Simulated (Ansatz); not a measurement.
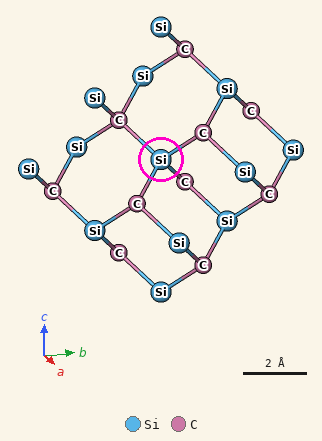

Perfect SiC. A ball-and-stick model of the atoms within 4.6 Å of one point, in a slice 4.2 Å thick across the line of sight, seen slightly off an axis.

Theory: DFT, PBE, plane-wave PAW, default files, scalar-relativistic (Ansatz). (plane-wave cutoff 420 eV; k-point mesh 3 × 3 × 3; occupations fermi dirac; smearing width 0.01 eV; no spin polarisation) A uniform background neutralises the charged cell. The axes drawn are those of the host's conventional cell.

A silicon atom is replaced by lanthanum at the ringed place, in charge state −1. The supercell has 54 sites, and the atoms are relaxed at the host's cell.

### How do the neighbours respond?

In the host the Si atom has 4 C at 1.89 Å; the La atom ends with 4 C at 2.25 Å. Of the host's atoms, a carbon atom moves furthest from its site, by 0.36 Å. Relaxing the atoms from the host's sites lowers the energy by 7.71 eV.

The relaxed defect, seen from the same direction:

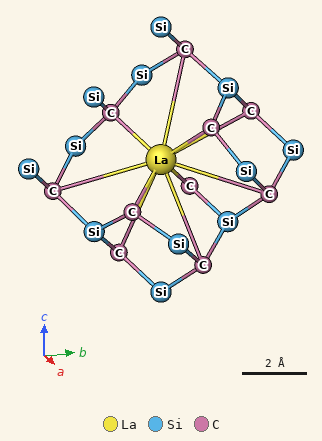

Limits of the set-up: the cell is charged, on a uniform background, and energies carry no finite-size correction.
